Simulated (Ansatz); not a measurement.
# AlCP+ (doublet): wave-function methods side by side, cc-pVTZ

Aim: climb from Hartree-Fock through coupled cluster for AlCP+ (doublet) at one geometry and basis, and see what each rung misses.

Method: cc-pVTZ, core rule «outside noble gas», up to 11 orbitals frozen; program: Ansatz 0.2.0, Gaussian basis.

To be run: UHF; CCSD(T) on ROHF; CCSD(T) on UHF; BCCD(T) on ROHF; CCSDT(Q) on ROHF; CCSDT(Q) on UHF.

6 further runs of the same task are left out: 2 for a known fault of the program, 4 set aside as unsound or not needed.

## Step 1: What is computed

The geometry is a PBE0/def2-TZVP stationary point (not a proven minimum) of the parent state, kept for this charge and spin.

3 atoms, charge 1, spin multiplicity 2.

Atoms are counted from 1 here; the program's logs count them from 0.

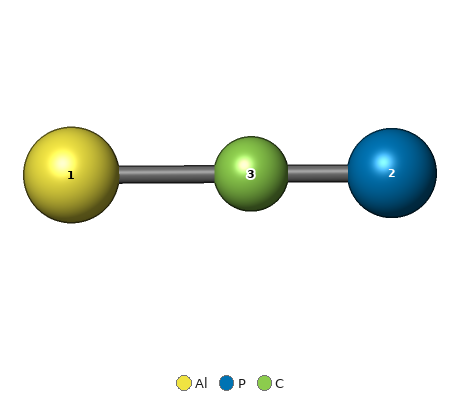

The geometry (aluminium yellow, phosphorus blue, carbon green); atoms are numbered from 1 in the order of the file.

Coordinates:

```xyz
3
charge 1, multiplicity 2
Al    0.0000    0.0000    1.8405
P     0.0000    0.0000   -1.6970
C     0.0000    0.0000   -0.1435
```

In the tables R marks a restricted open-shell determinant and U an unrestricted one; energies count from the table's Hartree-Fock row.

## Step 2: UHF

in.yaml reads:

```yaml
crystal:
  periodic: [false, false, false]
  atoms:
    - {symbol: Al, position_ang: [0.000000, 0.000000, 1.840546]}
    - {symbol: P, position_ang: [0.000000, 0.000000, -1.697047]}
    - {symbol: C, position_ang: [0.000000, 0.000000, -0.143499]}
basis:
  gaussian: {orbitals: cc-pVTZ}
total_charge: 1
magnetization: {spin_polarized: true, initial_magnetization: 1}
hamiltonian: {xc: hf}
output: {orbitals: {seedname: orbitals}}
```

Started as:

```console
> ansatz run in.yaml --threads 1 --pin off --events-out ev --progress --plain --max-ram 4096MiB --backend cpu
```

Log:

```text
Functional definition: HF
  name "HF"
  cite "Fock, Z. Phys. 61, 126 (1930) doi:10.1007/BF01340294"
  parent pbe
  exchange = exact_x
  correlation = 0
917 factors; their error is unknown
mean field evaluation 1: about -16870.2716 eV, gradient 3.4e1 eV
mean field evaluation 2: about -16872.1661 eV, gradient 2.7e1 eV
mean field evaluation 4: about -16876.6410 eV, gradient 1.7e0 eV
mean field evaluation 8: about -16876.7136 eV, gradient 3.4e-1 eV
mean field evaluation 16: about -16877.3304 eV, gradient 1.1e-3 eV
mean field evaluation 32: about -16877.3298 eV, gradient 5.4e-1 eV
mean field evaluation 64: about -16874.5403 eV, gradient 2.3e0 eV
mean field evaluation 96: about -16877.3304 eV, gradient 1.6e-5 eV
mean field -16877.33041212 eV, -620.2304527799 hartree, gradient 1.6e-5 eV, S^2 1.316841; 3 other end points of the search recorded, 0 dependent functions left out
reference -16877.33041212 eV, -620.2304527799 hartree; 17, 16 occupied and 81, 82 virtual orbitals, 917 factors
Total energy: -16877.33041212 eV, -620.2304527799 hartree
```

Run time: 4.9 s. Hardware: 1 thread of AMD EPYC 7R13, shared host; peak memory 0.27 GiB.

From the report: ⟨S²⟩ of the determinant 1.317 (pure doublet: 0.75). The determinant is far from a pure spin state, so its energy mixes those of several spin states (harmless only where they are near-degenerate, as at dissociation).

## Step 3: CCSD(T) on ROHF

in.yaml, as its differences from that of step 2:

```diff
@@ -9,4 +9,3 @@
 total_charge: 1
-magnetization: {spin_polarized: true, initial_magnetization: 1}
-hamiltonian: {xc: hf}
-output: {orbitals: {seedname: orbitals}}
+magnetization: {spin_polarized: false, initial_magnetization: 1}
+correlation: {method: ccsd_t, electrons: outside_noble_gas}
```

Started as:

```console
> ansatz run in.yaml --threads 2 --pin off --events-out ev --progress --plain --max-ram 24576MiB --backend cuda --devices 0, --max-vram 18GiB
```

Log, cut to the lines that bear on the results:

```text
Functional definition: HF
  name "HF"
  cite "Fock, Z. Phys. 61, 126 (1930) doi:10.1007/BF01340294"
  parent pbe
[...]
599 factors; integrals over basis functions are off by at most 1.2e-3 eV
[...]
mean field -16877.08687439 eV, -620.2215029333 hartree, gradient 3.4e-6 eV, S^2 0.750000; 5 other end points of the search recorded, 0 dependent functions left out
[...]
determinant -16877.08687439 eV, -620.2215029333 hartree, with singles and doubles -16886.04979844 eV, -620.5508843169 hartree
determinant -16875.71523868 eV, -620.1710962509 hartree, with singles and doubles -16884.45434707 eV, -620.4922525607 hartree
unrestricted determinant -16877.33082713 eV, -620.2304680313 hartree, S^2 1.3168
11 core orbitals not correlated: weight in the atoms' cores, before any rotation towards them, 1.000 or more for the frozen orbitals, at most 0.000 for the correlated occupied ones
reference -16877.08687439 eV, -620.2215029333 hartree; 6, 5 occupied and 81, 82 virtual orbitals, 599 factors
second order -8.55678371 eV of doubles, -0.02152211 eV of singles
cycle   1  -8.85051680 eV  change   -4.9e-1 eV  update   2.4e-2
[...]
cycle  10  -8.88603049 eV  change   -6.7e-6 eV  update   9.0e-6
perturbative correction -0.65225441 eV, -0.0239699074 hartree
Total energy: -16886.62515929 eV, -620.5720284382 hartree
```

Wall time 8 s (1 × H100 (card shared with other runs) with 2 threads of AMD EPYC 7R13, shared host); peak host memory 0.8 GiB.

From the report: correlation -9.5383 eV; T1 0.032; largest double amplitude 0.07.

## Step 4: CCSD(T) on UHF

in.yaml, as its differences from that of step 3:

```diff
@@ -9,3 +9,3 @@
 total_charge: 1
-magnetization: {spin_polarized: false, initial_magnetization: 1}
+magnetization: {spin_polarized: true, initial_magnetization: 1}
 correlation: {method: ccsd_t, electrons: outside_noble_gas}
```

The command is unchanged.

Log, cut to the lines that bear on the results:

```text
Functional definition: HF
  name "HF"
  cite "Fock, Z. Phys. 61, 126 (1930) doi:10.1007/BF01340294"
  parent pbe
[...]
599 factors; integrals over basis functions are off by at most 1.2e-3 eV
[...]
mean field -16877.33082713 eV, -620.2304680313 hartree, gradient 3.9e-6 eV, S^2 1.316841; 18 other end points of the search recorded, 0 dependent functions left out
determinant -16877.33082713 eV, -620.2304680313 hartree, with singles and doubles -16885.99001377 eV, -620.5486872708 hartree
determinant -16877.13792942 eV, -620.2233791712 hartree, with singles and doubles -16886.00681427 eV, -620.5493046780 hartree
determinant -16875.82248198 eV, -620.1750373693 hartree, with singles and doubles -16884.43054405 eV, -620.4913778158 hartree
determinant -16874.84200027 eV, -620.1390053311 hartree, with singles and doubles -16882.72034524 eV, -620.4285291688 hartree
[...]
determinant -16874.29058610 eV, -620.1187412344 hartree, with singles and doubles -16882.25277681 eV, -620.4113463458 hartree
determinant -16874.25316859 eV, -620.1173661660 hartree, with singles and doubles -16882.26908388 eV, -620.4119456197 hartree
determinant -16877.33082713 eV, -620.2304680313 hartree, with singles and doubles -16885.96472925 eV, -620.5477580821 hartree
determinant -16877.13792942 eV, -620.2233791712 hartree, with singles and doubles -16885.95354335 eV, -620.5473470079 hartree
11 core orbitals not correlated: weight in the atoms' cores, before any rotation towards them, 1.000 or more for the frozen orbitals, at most 0.000 for the correlated occupied ones
reference -16877.13792942 eV, -620.2233791712 hartree; 6, 5 occupied and 81, 82 virtual orbitals, 599 factors
second order -7.97962417 eV of doubles, -0.00000000 eV of singles
cycle   1  -8.81561289 eV  change    1.0e-6 eV  update   4.8e-6
perturbative correction -0.64000617 eV, -0.0235197928 hartree
Total energy: -16886.59354847 eV, -620.5708667622 hartree
```

Wall time 12 s (1 × H100 (card shared with other runs) with 2 threads of AMD EPYC 7R13, shared host); peak host memory 0.81 GiB.

From the report: ⟨S²⟩ of the determinant 1.061 (pure doublet: 0.75); correlation -9.4556 eV; T1 0.072; largest double amplitude 0.08.

## Step 5: BCCD(T) on ROHF

in.yaml, as its differences from that of step 4:

```diff
@@ -9,3 +9,3 @@
 total_charge: 1
-magnetization: {spin_polarized: true, initial_magnetization: 1}
-correlation: {method: ccsd_t, electrons: outside_noble_gas}
+magnetization: {spin_polarized: false, initial_magnetization: 1}
+correlation: {method: bccd_t, electrons: outside_noble_gas}
```

The command is unchanged.

Log, cut to the lines that bear on the results:

```text
Functional definition: HF
  name "HF"
  cite "Fock, Z. Phys. 61, 126 (1930) doi:10.1007/BF01340294"
  parent pbe
[...]
599 factors; integrals over basis functions are off by at most 1.2e-3 eV
[...]
mean field -16877.08687439 eV, -620.2215029333 hartree, gradient 3.4e-6 eV, S^2 0.750000; 5 other end points of the search recorded, 0 dependent functions left out
[...]
determinant -16877.08687439 eV, -620.2215029333 hartree, with singles and doubles -16886.04979844 eV, -620.5508843169 hartree
determinant -16875.71523868 eV, -620.1710962509 hartree, with singles and doubles -16884.45434707 eV, -620.4922525607 hartree
unrestricted determinant -16877.33082713 eV, -620.2304680313 hartree, S^2 1.3168
11 core orbitals not correlated: weight in the atoms' cores, before any rotation towards them, 1.000 or more for the frozen orbitals, at most 0.000 for the correlated occupied ones
reference -16877.08687439 eV, -620.2215029333 hartree; 6, 5 occupied and 81, 82 virtual orbitals, 599 factors
second order -8.55678371 eV of doubles, -0.02152211 eV of singles
cycle   1  -8.82398225 eV  change   -4.6e-1 eV  update   2.7e-2
[...]
cycle  13  -8.86608271 eV  change   -1.2e-5 eV  update   6.5e-6
perturbative correction -0.67600921 eV, -0.0248428802 hartree
Total energy: -16886.62896630 eV, -620.5721683433 hartree
```

It took 7 s on 1 × H100 (card shared with other runs) with 2 threads of AMD EPYC 7R13, shared host; peak host memory 0.81 GiB.

From the report: correlation -9.5421 eV; largest double amplitude 0.07.

## Step 6: CCSDT(Q) on ROHF

in.yaml, as its differences from that of step 5:

```diff
@@ -10,2 +10,2 @@
 magnetization: {spin_polarized: false, initial_magnetization: 1}
-correlation: {method: bccd_t, electrons: outside_noble_gas}
+correlation: {method: ccsdt_q, electrons: outside_noble_gas}
```

Launched as before.

Log, cut to the lines that bear on the results:

```text
Functional definition: HF
  name "HF"
  cite "Fock, Z. Phys. 61, 126 (1930) doi:10.1007/BF01340294"
  parent pbe
[...]
1130 factors; integrals over basis functions are off by at most 2.0e-7 eV
[...]
mean field -16877.08688857 eV, -620.2215034546 hartree, gradient 5.1e-6 eV, S^2 0.750000; 5 other end points of the search recorded, 0 dependent functions left out
[...]
determinant -16877.08688857 eV, -620.2215034546 hartree, with singles and doubles -16886.04982526 eV, -620.5508853028 hartree
determinant -16875.71525246 eV, -620.1710967572 hartree, with singles and doubles -16884.45437710 eV, -620.4922536640 hartree
unrestricted determinant -16877.33084143 eV, -620.2304685570 hartree, S^2 1.3168
11 core orbitals not correlated: weight in the atoms' cores, before any rotation towards them, 1.000 or more for the frozen orbitals, at most 0.000 for the correlated occupied ones
reference -16877.08688857 eV, -620.2215034546 hartree; 6, 5 occupied and 81, 82 virtual orbitals, 1130 factors
second order -8.55680129 eV of doubles, -0.02152213 eV of singles
cycle   1  -8.38904038 eV  change    1.9e-1 eV  update   1.3e-1
[...]
cycle  23  -9.54537873 eV  change   -8.4e-7 eV  update   9.7e-7
perturbative correction -0.07312756 eV, -0.0026873883 hartree
Total energy: -16886.70539486 eV, -620.5749770412 hartree
```

It took 25 s on 1 × H100 (card shared with other runs) with 2 threads of AMD EPYC 7R13, shared host; peak host memory 1.2 GiB.

From the report: correlation -9.6185 eV; T1 0.036; largest double amplitude 0.08.

## Step 7: CCSDT(Q) on UHF

in.yaml, as its differences from that of step 6:

```diff
@@ -9,3 +9,3 @@
 total_charge: 1
-magnetization: {spin_polarized: false, initial_magnetization: 1}
+magnetization: {spin_polarized: true, initial_magnetization: 1}
 correlation: {method: ccsdt_q, electrons: outside_noble_gas}
```

Launched as before.

Log, cut to the lines that bear on the results:

```text
Functional definition: HF
  name "HF"
  cite "Fock, Z. Phys. 61, 126 (1930) doi:10.1007/BF01340294"
  parent pbe
[...]
1130 factors; integrals over basis functions are off by at most 2.0e-7 eV
[...]
mean field -16877.33084143 eV, -620.2304685570 hartree, gradient 2.4e-6 eV, S^2 1.316841; 18 other end points of the search recorded, 0 dependent functions left out
determinant -16877.33084143 eV, -620.2304685570 hartree, with singles and doubles -16885.99003780 eV, -620.5486881540 hartree
determinant -16877.13794338 eV, -620.2233796841 hartree, with singles and doubles -16886.00683897 eV, -620.5493055858 hartree
determinant -16875.82249606 eV, -620.1750378870 hartree, with singles and doubles -16884.43057165 eV, -620.4913788300 hartree
determinant -16874.84201345 eV, -620.1390058154 hartree, with singles and doubles -16882.72036919 eV, -620.4285300487 hartree
[...]
determinant -16874.25318507 eV, -620.1173667715 hartree, with singles and doubles -16882.26910898 eV, -620.4119465419 hartree
determinant -16877.33084143 eV, -620.2304685570 hartree, with singles and doubles -16885.96473655 eV, -620.5477583502 hartree
determinant -16877.13794338 eV, -620.2233796841 hartree, with singles and doubles -16885.95355024 eV, -620.5473472609 hartree
11 core orbitals not correlated: weight in the atoms' cores, before any rotation towards them, 1.000 or more for the frozen orbitals, at most 0.000 for the correlated occupied ones
reference -16877.13794338 eV, -620.2233796841 hartree; 6, 5 occupied and 81, 82 virtual orbitals, 1130 factors
second order -7.97964108 eV of doubles, -0.00000000 eV of singles
cycle   1  -8.07137003 eV  change   -9.2e-2 eV  update   1.4e-1
[...]
cycle  24  -9.49308381 eV  change    3.2e-7 eV  update   4.0e-7
perturbative correction -0.08084964 eV, -0.0029711695 hartree
Total energy: -16886.71187683 eV, -620.5752152490 hartree
```

Wall time 49 s (1 × H100 (card shared with other runs) with 2 threads of AMD EPYC 7R13, shared host); peak host memory 1.1 GiB.

From the report: ⟨S²⟩ of the determinant 1.061 (pure doublet: 0.75); correlation -9.5739 eV; T1 0.080; largest double amplitude 0.10.

## Step 8: Misses and costs

No level here is safe as a reference; RCCSDT(Q) serves as a yardstick only. Rows without a time come out of other runs: HF, MP2 and CCSD of CCSD(T), CCSDT of CCSDT(Q).

Differences are taken before rounding.

```tsv
method	energy from the lowest RHF (meV)	from RCCSDT(Q) (meV)	time
RHF	0.0	+9618.5	
RMP2	-8578.3	+1040.2	
UMP2	-8030.7	+1587.8	
RCCSD	-8886.0	+732.5	
UCCSD	-8866.7	+751.9	
RCCSD(T)	-9538.3	+80.2	8 s
UCCSD(T)	-9506.7	+111.8	12 s
BCCD(T)	-9542.1	+76.4	7 s
RCCSDT	-9545.4	+73.1	
UCCSDT	-9544.2	+74.4	
RCCSDT(Q)	-9618.5	0	25 s
UCCSDT(Q)	-9625.0	-6.5	49 s
```

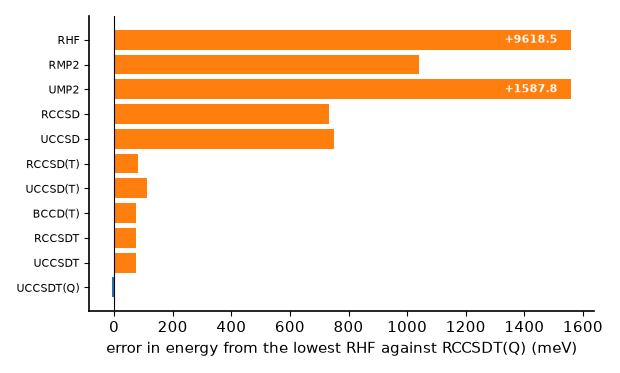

How far each level lands from RCCSDT(Q). Bars with a number in them are cut short.

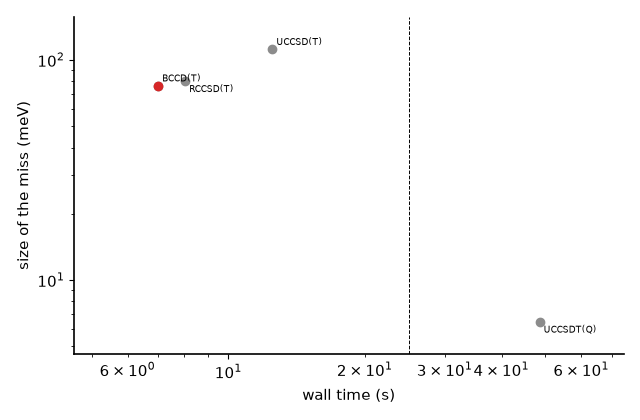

Accuracy for the time spent; red marks the levels that beat every quicker one drawn (of those quicker than the yardstick), and the dashed line is the time of RCCSDT(Q). Times are from a shared host.

Left out of the table: UHF (another determinant or state than the rows shown).

## Step 9: Outcome

| quantity | value |
| --- | --- |
| RCCSDT(Q) below the RHF energy | -9.6185 eV |
| RMP2 from RCCSDT(Q) | +1040.2 meV |
| UMP2 from RCCSDT(Q) | +1587.8 meV |
| RCCSD from RCCSDT(Q) | +732.5 meV |
| RCCSD(T) from RCCSDT(Q) | +80.2 meV |
| UCCSD(T) from RCCSDT(Q) | +111.8 meV |
| UCCSDT(Q) from RCCSDT(Q) | -6.5 meV |
| T1 diagnostic | 0.032 |

In words: RCCSD(T) lands +80.2 meV from the yardstick (0.8 % of the correlation energy). CCSD(T) misses by +80.2 meV on the restricted determinant and by +111.8 meV on the unrestricted one; the two need not hold the same state or core. Coupled cluster took another determinant than the lowest Hartree-Fock one. Warnings: spin contamination; coupled cluster took another determinant than the lowest.
